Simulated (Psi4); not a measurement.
**wB97M-V/cc-pVDZ run of AlCNClOF (SMILES O=C=[N][Al]([F])[Cl])**

What is the vertical ionisation energy of AlCNClOF at wB97M-V/cc-pVDZ? 

Program for the calculation: Psi4 1.11.

1 further run of the same task is left out (set aside as unsound or not needed). Runs told in other sessions of the task aren't counted.

## (1) The molecule

AlCNClOF: 6 atoms, total charge 0, spin state singlet. SMILES: `O=C=[N][Al]([F])[Cl]`. Geometry: relaxed at PBE0-D4/def2-TZVP. This is one conformer, not always the lowest.

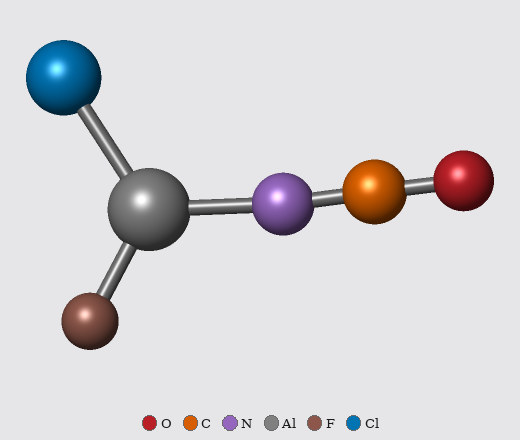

The structure, seen from a chosen angle (oxygen red, carbon orange, nitrogen purple, aluminium grey, fluorine brown, chlorine blue).

## (2) A single-point energy at wB97M-V/cc-pVDZ

Input file run.py:

```python
import psi4

psi4.set_memory(2200000000)
psi4.set_num_threads(1)
psi4.set_output_file('calclfno.out', False)

molecule = psi4.geometry("""
0 1
O     -1.726000    -0.301300     2.353900
C     -1.034500    -0.244700     1.421600
N     -0.321400    -0.196300     0.461800
Al     0.694800     0.033100    -0.933400
F      1.379200    -1.268200    -1.642400
Cl     1.050000     1.913400    -1.707800
symmetry c1
""")

options = {'basis': 'cc-pVDZ', 'reference': 'rks', 'puream': True, 'e_convergence': 1e-09, 'd_convergence': 1e-08, 'scf_type': 'pk', 'dft_radial_points': 99, 'dft_spherical_points': 590}
psi4.set_options(options)

E, wfn = psi4.energy("wb97m-v", molecule=molecule, return_wfn=True)
print(f'total energy {E:.8f} hartree = {E * 27.211386:.5f} eV')
for k, v in sorted(psi4.core.scalar_variables().items()):
    print(f'{k:45s} {v:18.10f}')
```

Run with:

```console
python run.py
```

calclfno.out:

```text
[...]
  Running in c1 symmetry.
[...]
  Nuclear repulsion =  298.716656571062970
[...]
  Multiplicity = 1
[...]
  Nalpha       = 30
  Nbeta        = 30
[...]
    Number of basis functions: 92
[...]
   @RKS iter   1:  -970.45583345874422   -8.44326e-01   8.19540e-03 ADIIS/DIIS
[...]
   @RKS iter  13:  -970.67360265622972   -5.00222e-12   3.35779e-09 DIIS
[...]
    Orbital Energies [Eh]
    ---------------------
    Doubly Occupied:
       1A   -101.888738     2A    -56.410182     3A    -24.907779
       4A    -19.406271     5A    -14.540191     6A    -10.517980
       7A     -9.656596     8A     -7.358040     9A     -7.353874
      10A     -7.353139    11A     -4.382045    12A     -2.897812
      13A     -2.894630    14A     -2.893776    15A     -1.304894
      16A     -1.251706    17A     -1.068327    18A     -0.955870
      19A     -0.691295    20A     -0.623726    21A     -0.588496
      22A     -0.587864    23A     -0.581292    24A     -0.540652
      25A     -0.539046    26A     -0.504670    27A     -0.454027
      28A     -0.449703    29A     -0.418132    30A     -0.411637
[...]
  @RKS Final Energy:  -970.67360265622972
   => Energetics <=
    Nuclear Repulsion Energy =            298.7166565710629698
    One-Electron Energy =               -1934.9414992361432724
    Two-Electron Energy =                 724.3431931655003382
    DFT Exchange-Correlation Energy =     -59.0405209327580138
    Empirical Dispersion Energy =           0.0000000000000000
    VV10 Nonlocal Energy =                  0.2485677761083063
    Total Energy =                       -970.6736026562297184
[...]
 Multipole Moments:
 ------------------------------------------------------------------------------------
     Multipole            Electronic (a.u.)      Nuclear  (a.u.)        Total (a.u.)
 ------------------------------------------------------------------------------------
 L = 1.  Multiply by 2.5417464519 to convert [e a0] to [Debye]
 Dipole X            :          2.1179257           -2.0728114            0.0451143
 Dipole Y            :         -0.0113563            0.1651548            0.1537985
 Dipole Z            :         -2.8278321            2.7443706           -0.0834616
 Magnitude           :                                                    0.1807072
[...]
```

The script printed:

```text
total energy -970.67360266 hartree = -26413.37408 eV
CURRENT ENERGY                                   -970.6736026562
CURRENT REFERENCE ENERGY                         -970.6736026562
DD SOLVATION ENERGY                                 0.0000000000
DFT FUNCTIONAL TOTAL ENERGY                      -970.6736026562
DFT TOTAL ENERGY                                 -970.6736026562
DFT VV10 ENERGY                                     0.2485677761
DFT XC ENERGY                                     -59.0405209328
GRID ELECTRONS ALPHA                               30.0000001815
GRID ELECTRONS BETA                                30.0000001815
GRID ELECTRONS TOTAL                               60.0000003630
NUCLEAR REPULSION ENERGY                          298.7166565711
ONE-ELECTRON ENERGY                             -1934.9414992361
PCM POLARIZATION ENERGY                             0.0000000000
PE ENERGY                                           0.0000000000
SCF ITERATION ENERGY                             -970.6736026562
SCF ITERATIONS                                     13.0000000000
SCF TOTAL ENERGY                                 -970.6736026562
TWO-ELECTRON ENERGY                               724.3431931655
XC GRID RADIAL POINTS                              99.0000000000
XC GRID SPHERICAL POINTS                          590.0000000000
XC GRID TOTAL POINTS                           334601.0000000000
```

Run time: 2.7 min. Hardware: 1 thread of Intel Xeon Platinum 8259CL at 2.50GHz (Skylake/Cascade Lake), shared host; peak memory 1.4 GiB.

## (3) The doublet cation, same level

Input file calclfno.xyz:

```xyz
6
CAlClFNO
O     -1.726000    -0.301300     2.353900
C     -1.034500    -0.244700     1.421600
N     -0.321400    -0.196300     0.461800
Al     0.694800     0.033100    -0.933400
F      1.379200    -1.268200    -1.642400
Cl     1.050000     1.913400    -1.707800
```

Input file run.py:

```python
import numpy as np
from ase.calculators.psi4 import Psi4
from ase.io import read

atoms = read('calclfno.xyz')
calc = Psi4(atoms=atoms, method='wb97m-v', basis='cc-pVDZ', memory='2200MB', num_threads=1, charge=1, multiplicity=2, label='psi4-calc', reference='uks')
calc.psi4.set_options({'puream': True, 'e_convergence': 1e-09, 'd_convergence': 1e-08, 'scf_type': 'pk', 'dft_radial_points': 99, 'dft_spherical_points': 590, 'maxiter': 100})
atoms.calc = calc

print(f'energy: {atoms.get_potential_energy():.6f} eV')
```

Run with:

```console
python run.py
```

psi4-calc.dat:

```text
[...]
  Running in c1 symmetry.
[...]
  Nuclear repulsion =  298.716656571062970
[...]
  Multiplicity = 2
[...]
  Nalpha       = 30
  Nbeta        = 29
[...]
    Number of basis functions: 92
[...]
   @UKS iter   1:  -970.01225824897210   -4.00750e-01   7.82384e-03 ADIIS/DIIS
[...]
   @UKS iter  22:  -970.25122553004076   -8.98126e-12   9.37216e-09 DIIS
[...]
   @S^2 Observed:                7.701852282E-01
[...]
    Orbital Energies [Eh]
    ---------------------
    Alpha Occupied:
       1A   -102.080332     2A    -56.622841     3A    -25.085301
       4A    -19.738382     5A    -14.880954     6A    -10.807827
       7A     -9.846772     8A     -7.548824     9A     -7.544774
      10A     -7.543041    11A     -4.594456    12A     -3.109429
      13A     -3.107611    14A     -3.106073    15A     -1.561665
      16A     -1.479733    17A     -1.394397    18A     -1.140945
      19A     -0.988939    20A     -0.918492    21A     -0.898175
      22A     -0.880634    23A     -0.762095    24A     -0.756977
      25A     -0.731232    26A     -0.710852    27A     -0.706738
      28A     -0.685270    29A     -0.628707    30A     -0.628651
    Alpha Virtual:
[...]
  @UKS Final Energy:  -970.25122553004076
   => Energetics <=
    Nuclear Repulsion Energy =            298.7166565710629698
    One-Electron Energy =               -1921.0783257623493228
    Two-Electron Energy =                 710.6921714923154241
    DFT Exchange-Correlation Energy =     -58.8276497548922563
    Empirical Dispersion Energy =           0.0000000000000000
    VV10 Nonlocal Energy =                  0.2459219238225000
    Total Energy =                       -970.2512255300407560
  UHF NO Occupations:
  HONO-2 :   28  A 1.9990302
  HONO-1 :   29  A 1.9917323
[...]
 Multipole Moments:
 ------------------------------------------------------------------------------------
     Multipole            Electronic (a.u.)      Nuclear  (a.u.)        Total (a.u.)
 ------------------------------------------------------------------------------------
 L = 1.  Multiply by 2.5417464519 to convert [e a0] to [Debye]
 Dipole X            :          0.7840780           -2.0728114           -1.2887334
 Dipole Y            :         -0.3478488            0.1651548           -0.1826940
 Dipole Z            :         -0.9913202            2.7443706            1.7530503
 Magnitude           :                                                    2.1834368
[...]
```

On the terminal:

```text
energy: -26401.880639 eV
```

Wall time 4.5 min (1 thread of Intel Xeon Platinum 8259CL at 2.50GHz (Skylake/Cascade Lake), shared host); peak memory 1.4 GiB.

## (4) Summary of results

At wB97M-V/cc-pVDZ:

| quantity | value |
| --- | --- |
| singlet AlCNClOF: total energy | -970.67360 Eh |
| singlet AlCNClOF: dipole moment | 0.46 D |
| singlet AlCNClOF: HOMO energy | -11.20 eV |
| singlet AlCNClOF: LUMO energy | 0.76 eV |
| singlet AlCNClOF: HOMO–LUMO gap | 11.96 eV |
| doublet cation: total energy | -970.25123 Eh |
| doublet cation: HOMO energy (highest over α and β) | -16.67 eV |
| doublet cation: LUMO energy (lowest over α and β) | -11.77 eV |
| doublet cation: ⟨S²⟩ | 0.770 |
| vertical ionisation energy (to the doublet cation) | 11.493 eV |

Removing an electron at fixed nuclei costs 11.49 eV (265 kcal/mol). The negative HOMO energy of the first species, 11.20 eV, lies 0.29 eV below that difference.
